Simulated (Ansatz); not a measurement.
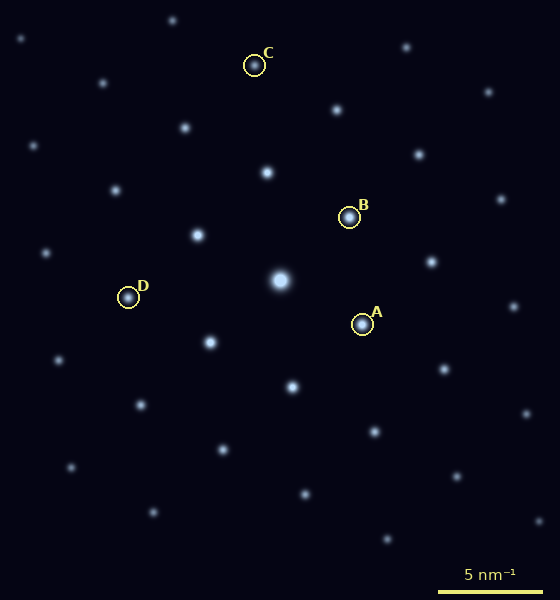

Computed electron diffraction pattern, 120 kV, single scattering only, B = 0.3 Å². The zone axis points towards the electron source and the pattern is seen from the source side.

Ir, space group Fm-3m (No. 225), a = 3.840 Å. Structure: the input geometry of an electronic-structure calculation (not necessarily at equilibrium).

```json
{"atom": "Ir", "site": "4a", "symmetry": "m-3m", "x": "0.0000", "y": "0.0000", "z": "0.0000"}
```

Spot A is indexed -1 1 -1 and spot B -1 1 1.

Index the other marked spots.

Answer. C = −2A + 2B = 0 0 4 (d = 0.960 Å). D = −A − B = 2 -2 0 (d = 1.358 Å).

Which zone axis is this?

Answer. The cross product of A and B is parallel to [110]; every spot obeys hu + kv + lw = 0.
